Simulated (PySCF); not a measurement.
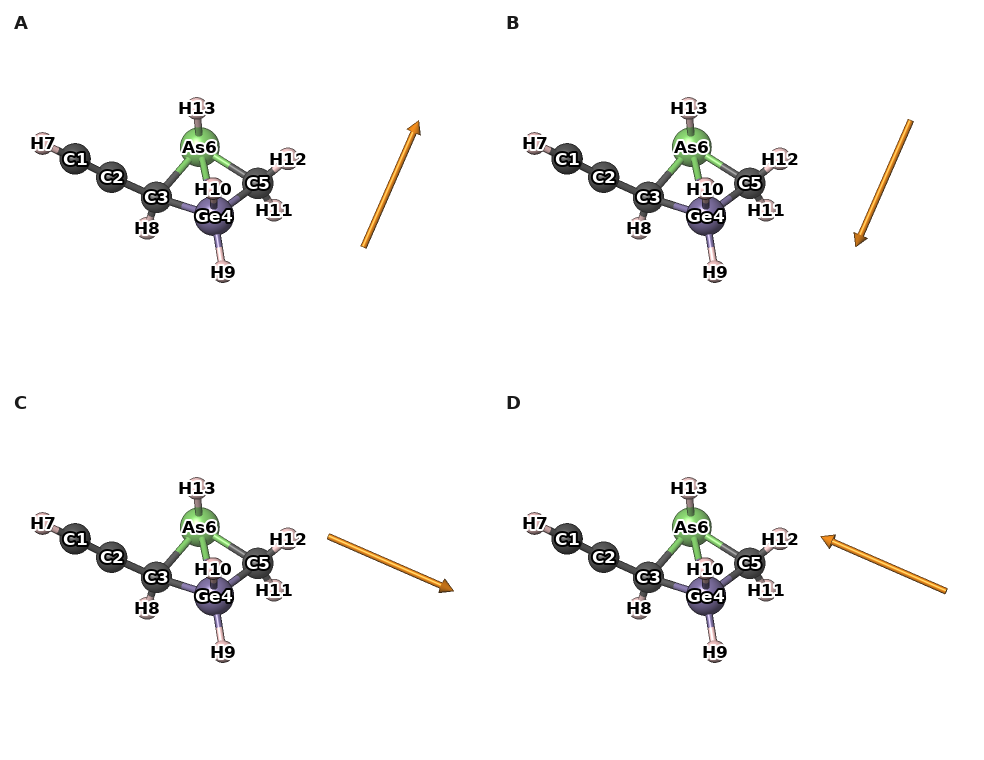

The same molecule four times, each with an arrow. Computed geometry: GFN2-xTB optimisation. No frequency run is at hand to confirm it as a minimum. Properties computed with PBE0/def2-SVPD, gas phase (PySCF 2.14.0).

> Which arrow points along the dipole moment, from the negative to the positive end?

C. The dipole moment is 1.35 D; it points from the side of H7 to the side of H11, H12 (the outermost atoms at the two ends).

The geometry is semi-empirical. Around As, Ge such bond lengths and angles can be off by a tenth of an ångström or more and by several degrees, and values that hang on the shape move with them.
